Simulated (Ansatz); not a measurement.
# C2H3AlS: rotation by 180° about the Al1–C2 bond, part 2 of 2

Wanted: the energy profile along the rotation by 180° about the Al1–C2 bond, from relaxed end points and a band of images. SMILES of the start: [AlH2][CH]=C=S.

Ansatz 0.2.0; RHF/6-31G*. Earlier steps stand in the parts before.

## 5. What the band shows

The 7 inner images lie between the fixed ends 0 and 8. Energy is taken from image 0, and the path length is the program's own coordinate along the band.

| image | path (Å) | energy (eV) | dihedral H5–Al1–C2–C3 (°) | band force (eV/Å) |
| --- | --- | --- | --- | --- |
| 0 | 0.000 | 0.0000 | 0 | - |
| 1 | 0.594 | 0.0288 | 23 | 0.009 |
| 2 | 1.188 | 0.1025 | 47 | 0.019 |
| 3 | 1.782 | 0.1831 | 69 | 0.012 |
| 4* | 2.376 | 0.2194 | 91 | 0.010 |
| 5 | 2.970 | 0.1837 | 112 | 0.026 |
| 6 | 3.565 | 0.1031 | 133 | 0.041 |
| 7 | 4.160 | 0.0292 | 156 | 0.012 |
| 8 | 4.755 | 0.0000 | 180 | - |

The star marks the climbing image.

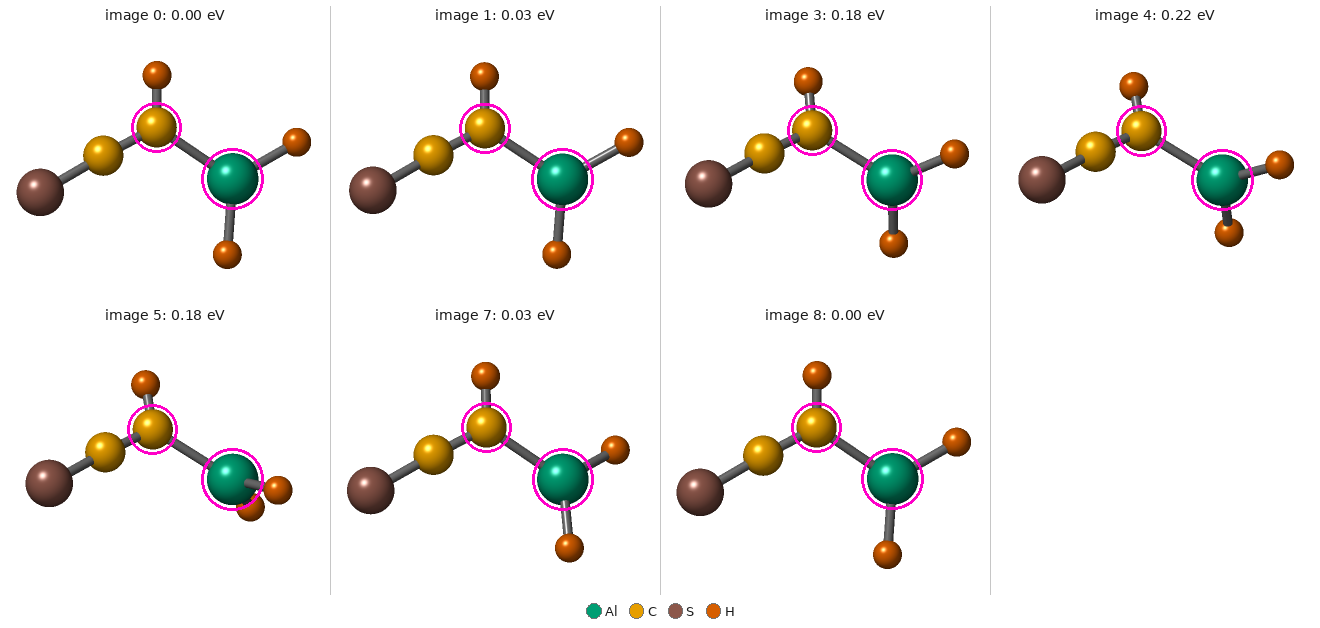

The images of the last band, seen from a chosen angle. Ringed: Al1, C2. Sticks join atoms closer than a bonding distance in each image.

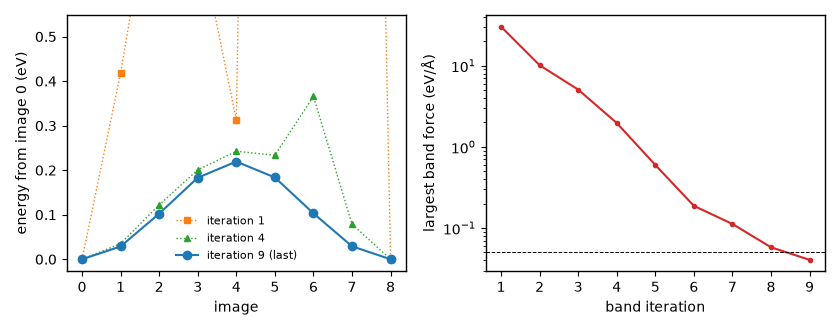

Left: energy of each image for early iterations and the last one (lines only join the points; early values far above the last band run off the scale). Right: the largest band force by iteration, with the threshold dashed.

How the highest energy settled:

```csv
iteration,highest image above image 0 (eV),largest band force (eV/Å)
1,11.9676,30.208
2,3.7132,10.128
3,1.3732,5.069
4,0.3659,1.967
5,0.2277,0.598
6,0.2217,0.188
7,0.2199,0.112
8,0.2195,0.058
9,0.2194,0.041
```

Positions of all images (Å):

```xyz
7
image=0 dE=0.0000
Al   -0.516    1.221    0.015
C     0.586   -0.341    0.392
C     0.364   -1.448   -0.240
S     0.050   -2.755   -1.034
H    -1.660    1.098   -1.064
H    -0.209    2.549    0.813
H     1.385   -0.325    1.118
7
image=1 dE=0.0288
Al   -0.529    1.217    0.017
C     0.499   -0.380    0.466
C     0.390   -1.445   -0.259
S     0.231   -2.696   -1.179
H    -1.852    1.080   -0.830
H     0.030    2.605    0.526
H     1.230   -0.382    1.260
7
image=2 dE=0.1025
Al   -0.542    1.212    0.017
C     0.433   -0.414    0.510
C     0.427   -1.437   -0.277
S     0.400   -2.633   -1.284
H    -2.021    1.125   -0.524
H     0.215    2.589    0.188
H     1.086   -0.443    1.369
7
image=3 dE=0.1831
Al   -0.548    1.211    0.015
C     0.391   -0.439    0.529
C     0.477   -1.421   -0.301
S     0.561   -2.569   -1.363
H    -2.115    1.213   -0.173
H     0.309    2.526   -0.171
H     0.925   -0.521    1.464
7
image=4 dE=0.2194
Al   -0.548    1.212    0.014
C     0.363   -0.456    0.538
C     0.542   -1.394   -0.325
S     0.725   -2.494   -1.427
H    -2.116    1.322    0.176
H     0.308    2.427   -0.519
H     0.727   -0.617    1.542
7
image=5 dE=0.1837
Al   -0.520    1.221    0.002
C     0.423   -0.426    0.521
C     0.518   -1.402   -0.313
S     0.580   -2.555   -1.372
H    -1.888    1.554    0.721
H     0.097    2.187   -1.083
H     0.790   -0.579    1.524
7
image=6 dE=0.1031
Al   -0.507    1.224   -0.010
C     0.509   -0.378    0.470
C     0.459   -1.421   -0.288
S     0.338   -2.659   -1.235
H    -1.354    1.916    1.131
H    -0.465    1.784   -1.486
H     1.019   -0.467    1.417
7
image=7 dE=0.0292
Al   -0.512    1.224   -0.006
C     0.573   -0.344    0.404
C     0.401   -1.441   -0.258
S     0.138   -2.743   -1.077
H    -0.694    2.300    1.136
H    -1.172    1.363   -1.432
H     1.265   -0.358    1.233
7
image=8 dE=0.0000
Al   -0.516    1.222    0.015
C     0.585   -0.342    0.391
C     0.364   -1.449   -0.241
S     0.050   -2.756   -1.033
H    -0.206    2.549    0.813
H    -1.662    1.101   -1.062
H     1.385   -0.325    1.116
```

## 6. Frequencies at the highest image

The geometry is the highest inner image of the first converged band.

input.yaml reads:

```yaml
crystal:
  periodic: [false, false, false]
  atoms:
    - { symbol: Al, position_ang: [-0.548452, 1.212268, 0.014304] }
    - { symbol: C, position_ang: [0.362767, -0.456253, 0.537827] }
    - { symbol: C, position_ang: [0.541554, -1.394206, -0.324702] }
    - { symbol: S, position_ang: [0.724952, -2.49424, -1.427148] }
    - { symbol: H, position_ang: [-2.115521, 1.322285, 0.176266] }
    - { symbol: H, position_ang: [0.30788, 2.427423, -0.518852] }
    - { symbol: H, position_ang: [0.726829, -0.617286, 1.542295] }
basis:
  gaussian: { orbitals: "6-31G*" }
hamiltonian:
  xc: hf
phonons: {}
```

Launch:

```
ansatz run input.yaml --threads 1 --pin off --max-ram 2048MiB --backend cpu --events-out ev --progress --plain --runs-dir out
```

Output, shortened:

```text
Warning: RAYON_NUM_THREADS=1 ignored (pool sized by the plan → 1); use --threads N
[...]
Functional definition: HF
[...]
770 factors; integrals over basis functions are off by at most 5.9e-4 eV
[...]
mean field -19506.30782683 eV, -716.8435907856 hartree, gradient 1.5e-5 eV, S^2 0.000000; 0 other end points of the search recorded, 0 dependent functions left out
[...]
reference -19506.30782683 eV, -716.8435907856 hartree; 22, 22 occupied and 52, 52 virtual orbitals, 770 factors
[...]
770 factors; integrals over basis functions are off by at most 5.9e-4 eV
[...]
mean field -19506.30775058 eV, -716.8435879834 hartree, gradient 2.5e-6 eV, S^2 0.000000; 0 other end points of the search recorded, 0 dependent functions left out
[...]
reference -19506.30775058 eV, -716.8435879834 hartree; 22, 22 occupied and 52, 52 virtual orbitals, 770 factors
[...]
770 factors; integrals over basis functions are off by at most 5.9e-4 eV
[...]
WARN: phonons: modes at or below zero, which the zero-point energy, F, S and C_V leave out: 1, the lowest at -213.27 cm⁻¹. A minimum has none, and a first-order saddle one
Total energy: -19506.30782683 eV, -716.8435907856 hartree
Atom 0 at    -0.548452     1.212268     0.014304 Å, force     0.000121     0.000764     0.001725 eV/Å
Atom 1 at     0.362767    -0.456253     0.537827 Å, force    -0.003743     0.007940    -0.005503 eV/Å
Atom 2 at     0.541554    -1.394206    -0.324702 Å, force     0.004558    -0.009883     0.002995 eV/Å
Atom 3 at     0.724952    -2.494240    -1.427148 Å, force    -0.001884     0.002472    -0.002335 eV/Å
Atom 4 at    -2.115521     1.322285     0.176266 Å, force     0.002017     0.000176    -0.000931 eV/Å
Atom 5 at     0.307880     2.427423    -0.518852 Å, force    -0.001756    -0.001704     0.000894 eV/Å
Atom 6 at     0.726829    -0.617286     1.542295 Å, force     0.000687     0.000235     0.003154 eV/Å
Dipole moment:    -0.059389     0.355844     0.355729 e Å
Vibrations: -213.27 96.85 388.61 480.11 490.08 595.43 650.13 716.46 845.40 921.34 1148.73 1908.66 2047.33 2048.54 3315.30 cm⁻¹, zero-point energy 0.970362 eV
```

Run time: 31 s. Hardware: 1 thread of Intel Xeon 6975P-C (Granite Rapids), shared host; peak memory 0.14 GiB.

Of 15 modes, 1 is imaginary by more than 30 cm⁻¹ (213i cm⁻¹).

## 7. The band again, with other settings

crystal.atoms is end A as relaxed above, and neb.final_atoms is end B, turned to lie on A. With 7 inner images the band has 9 in all. The start path is listed, through a guess of the saddle.

input.yaml reads:

```yaml
crystal:
  periodic: [false, false, false]
  atoms:
    - { symbol: Al, position_ang: [-0.515503, 1.221149, 0.014834] }
    - { symbol: C, position_ang: [0.585802, -0.341339, 0.392405] }
    - { symbol: C, position_ang: [0.363866, -1.447802, -0.240352] }
    - { symbol: S, position_ang: [0.050369, -2.754512, -1.033682] }
    - { symbol: H, position_ang: [-1.660272, 1.098377, -1.063741] }
    - { symbol: H, position_ang: [-0.209049, 2.549376, 0.81269] }
    - { symbol: H, position_ang: [1.384796, -0.325258, 1.117837] }
basis:
  gaussian: { orbitals: "6-31G*" }
hamiltonian:
  xc: hf
neb:
  order_check: false
  images: 7
  f_tol: 0.05
  max_iterations: 60
  spring: 0.1
  final_atoms:
    - { symbol: Al, position_ang: [-0.51571307, 1.22152688, 0.01486603] }
    - { symbol: C, position_ang: [0.58517946, -0.34181776, 0.3911575] }
    - { symbol: C, position_ang: [0.36367428, -1.44891901, -0.24051873] }
    - { symbol: S, position_ang: [0.05015563, -2.7561661, -1.03292859] }
    - { symbol: H, position_ang: [-0.20586894, 2.54906805, 0.81335898] }
    - { symbol: H, position_ang: [-1.66219735, 1.10122455, -1.06185192] }
    - { symbol: H, position_ang: [1.38477899, -0.32492562, 1.11590773] }
  initial_path:
    images:
      - { positions_ang: [[-0.515503, 1.221149, 0.014834], [0.585802, -0.341339, 0.392405], [0.363866, -1.447802, -0.240352], [0.050369, -2.754512, -1.033682], [-1.660272, 1.098377, -1.063741], [-0.209049, 2.549376, 0.81269], [1.384796, -0.325258, 1.117837]] }
      - { positions_ang: [[-0.51147612, 1.19551821, 0.0081378], [0.54452816, -0.37564684, 0.47270045], [0.40543328, -1.41862492, -0.24457022], [0.17465372, -2.61389851, -1.16544821], [-1.75554053, 1.12931111, -0.79057121], [-0.09047239, 2.48722933, 0.45104411], [1.23288288, -0.40389739, 1.26869827]] }
      - { positions_ang: [[-0.50744923, 1.16988743, 0.0014416], [0.50325433, -0.40995467, 0.5529959], [0.44700056, -1.38944784, -0.24878844], [0.29893843, -2.47328502, -1.29721441], [-1.85080906, 1.16024522, -0.51740141], [0.02810421, 2.42508267, 0.08939822], [1.08096977, -0.48253677, 1.41955955]] }
      - { positions_ang: [[-0.50342235, 1.14425664, -0.0052546], [0.46198049, -0.44426251, 0.63329134], [0.48856784, -1.36027077, -0.25300667], [0.42322315, -2.33267153, -1.42898062], [-1.9460776, 1.19117932, -0.24423162], [0.14668082, 2.362936, -0.27224766], [0.92905665, -0.56117616, 1.57042082]] }
      - { positions_ang: [[-0.49939546, 1.11862585, -0.0119508], [0.42070665, -0.47857034, 0.71358679], [0.53013511, -1.33109369, -0.25722489], [0.54750786, -2.19205804, -1.56074682], [-2.04134613, 1.22211343, 0.02893817], [0.26525743, 2.30078933, -0.63389355], [0.77714353, -0.63981555, 1.7212821]] }
      - { positions_ang: [[-0.50347486, 1.14435111, -0.00524659], [0.46182485, -0.4443822, 0.63297947], [0.48851991, -1.36055002, -0.25304835], [0.4231698, -2.33308505, -1.42879226], [-1.58247683, 1.55385209, 0.22504337], [-0.21660627, 2.00089814, -0.74088314], [0.9290524, -0.56109306, 1.5699385]] }
      - { positions_ang: [[-0.50755427, 1.17007637, 0.00145762], [0.50294305, -0.41019405, 0.55237215], [0.4469047, -1.39000635, -0.24887181], [0.29883175, -2.47411207, -1.29683771], [-1.12360753, 1.88559074, 0.42114857], [-0.69846996, 1.70100694, -0.84787273], [1.08096126, -0.48237058, 1.41859491]] }
      - { positions_ang: [[-0.51163367, 1.19580162, 0.00816182], [0.54406126, -0.37600591, 0.47176482], [0.40528949, -1.41946268, -0.24469527], [0.17449369, -2.61513909, -1.16488315], [-0.66473824, 2.2173294, 0.61725377], [-1.18033365, 1.40111574, -0.95486233], [1.23287013, -0.4036481, 1.26725132]] }
      - { positions_ang: [[-0.51571307, 1.22152688, 0.01486603], [0.58517946, -0.34181776, 0.3911575], [0.36367428, -1.44891901, -0.24051873], [0.05015563, -2.7561661, -1.03292859], [-0.20586894, 2.54906805, 0.81335898], [-1.66219735, 1.10122455, -1.06185192], [1.38477899, -0.32492562, 1.11590773]] }
```

Launch:

```
ansatz run input.yaml --threads 1 --pin off --max-ram 2048MiB --backend cpu --events-out ev --progress --plain --runs-dir out
```

Output, shortened:

```text
Warning: RAYON_NUM_THREADS=1 ignored (pool sized by the plan → 1); use --threads N
[...]
Functional definition: HF
[...]
773 factors; integrals over basis functions are off by at most 4.5e-4 eV
[...]
mean field -19506.52721239 eV, -716.8516530562 hartree, gradient 1.6e-5 eV, S^2 0.000000; 0 other end points of the search recorded, 0 dependent functions left out
[...]
reference -19506.52721239 eV, -716.8516530562 hartree; 22, 22 occupied and 52, 52 virtual orbitals, 773 factors
773 factors; integrals over basis functions are off by at most 4.5e-4 eV
[...]
mean field -19506.52722683 eV, -716.8516535871 hartree, gradient 1.6e-5 eV, S^2 0.000000; 0 other end points of the search recorded, 0 dependent functions left out
[...]
reference -19506.52722683 eV, -716.8516535871 hartree; 22, 22 occupied and 52, 52 virtual orbitals, 773 factors
[...]
NEB iter  12: max|band force component| = 2.147e-2 eV/Å  barrier→ = 0.2194 eV  barrier← = 0.2194 eV  CI = image 4  Δτ_max = 0.0000 Å  (499 SCF iters)
Total energy: -19506.30782624 eV, -716.8435907639 hartree
Atom 0 at    -0.550379     1.211967     0.014519 Å, force    -0.002048    -0.002948    -0.000749 eV/Å
Atom 1 at     0.363185    -0.455537     0.536265 Å, force     0.005933     0.000535     0.000792 eV/Å
Atom 2 at     0.543922    -1.394516    -0.324899 Å, force    -0.001278     0.002482     0.002232 eV/Å
Atom 3 at     0.728881    -2.495093    -1.426419 Å, force    -0.000248    -0.001211    -0.001930 eV/Å
Atom 4 at    -2.116683     1.320725     0.182791 Å, force    -0.001003     0.001781    -0.000184 eV/Å
Atom 5 at     0.302734     2.427157    -0.523060 Å, force     0.000381     0.000390    -0.000194 eV/Å
Atom 6 at     0.728348    -0.614712     1.540795 Å, force    -0.001737    -0.001029     0.000033 eV/Å
Dipole moment:    -0.059465     0.356309     0.355093 e Å
this run last wrote the band of iteration 12 to <dir>
```

Run time: 76 s. Hardware: 1 thread of Intel Xeon 6975P-C (Granite Rapids), shared host; peak memory 0.15 GiB.

## 8. Images and barrier

The 7 inner images lie between the fixed ends 0 and 8. Energy is taken from image 0, and the path length is the program's own coordinate along the band.

| image | path (Å) | energy (eV) | dihedral H5–Al1–C2–C3 (°) | band force (eV/Å) |
| --- | --- | --- | --- | --- |
| 0 | 0.000 | 0.0000 | 0 | - |
| 1 | 0.601 | 0.0297 | 23 | 0.014 |
| 2 | 1.199 | 0.1045 | 47 | 0.021 |
| 3 | 1.789 | 0.1842 | 70 | 0.003 |
| 4* | 2.378 | 0.2194 | 91 | 0.006 |
| 5 | 2.977 | 0.1825 | 112 | 0.012 |
| 6 | 3.575 | 0.1010 | 134 | 0.014 |
| 7 | 4.164 | 0.0282 | 157 | 0.007 |
| 8 | 4.748 | 0.0000 | 180 | - |

The star marks the climbing image.

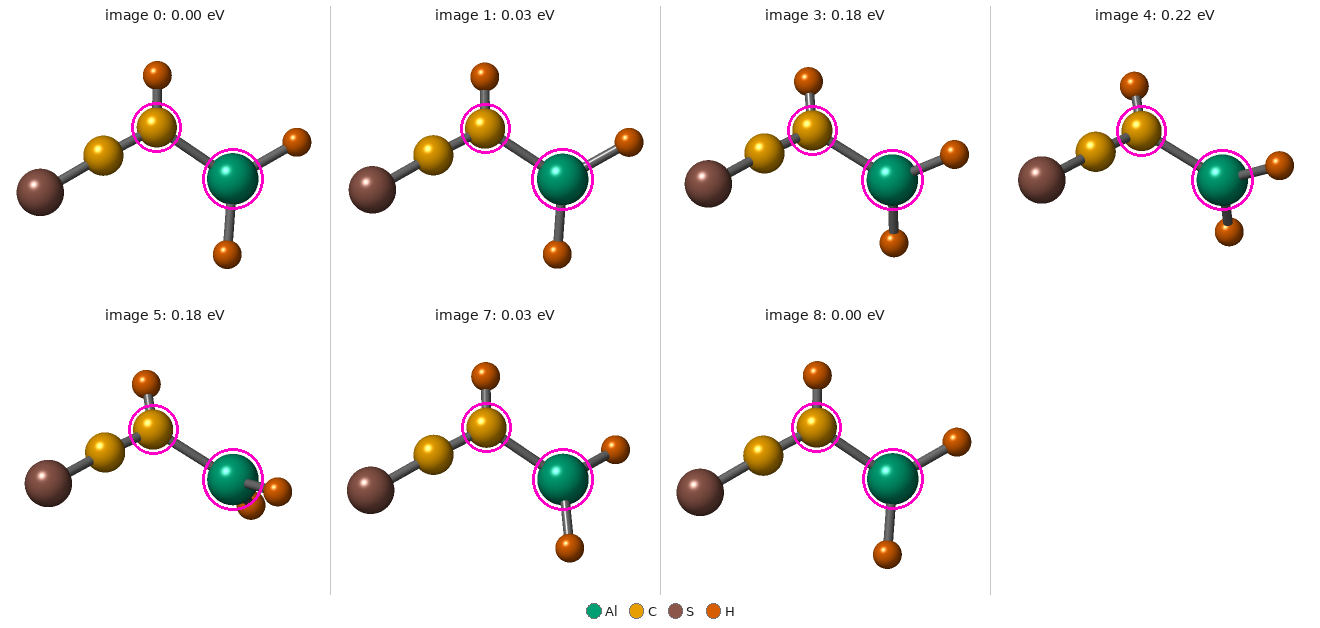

The images of the last band, seen from a chosen angle. Ringed: Al1, C2. Sticks join atoms closer than a bonding distance in each image.

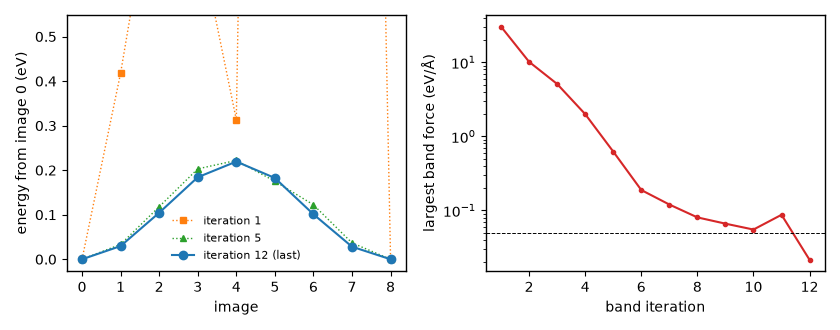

Left: energy of each image for early iterations and the last one (lines only join the points; early values far above the last band run off the scale). Right: the largest band force by iteration, with the threshold dashed.

## 9. Outcome

What follows sums up all 2 parts.

| quantity | value |
| --- | --- |
| end A | 5 moves, 0.138 eV lower |
| end B | 5 moves, 0.139 eV lower |
| first band: barrier forwards | 0.22 eV |
| first band: barrier backwards | 0.22 eV |
| first band: second end relative to first | 0.000 eV |
| first band: highest image | 4 of 0 to 8, climbing |
| first band: band iterations | 9 |
| imaginary modes at the top | 213i cm⁻¹ |
| second band | top 0.219 eV above image 0, 12 iterations, 7 inner images |
| time, first and second band | 63 s and 76 s |

What this shows: In the first band: the barrier from the first end is 0.22 eV, 8 times kT at 300 K; with a typical attempt rate of 10^13 per second that is roughly 10^9 events a second. The two ends lie within 1 meV of each other. The listed dihedral goes from 0° at end A through 91° at the highest image to 180° at end B. One imaginary mode, as a first-order saddle point has. The second band's top agrees with the first's to 1 meV, so the changed settings hardly move the height. These are electronic energies, with no zero-point or thermal terms.
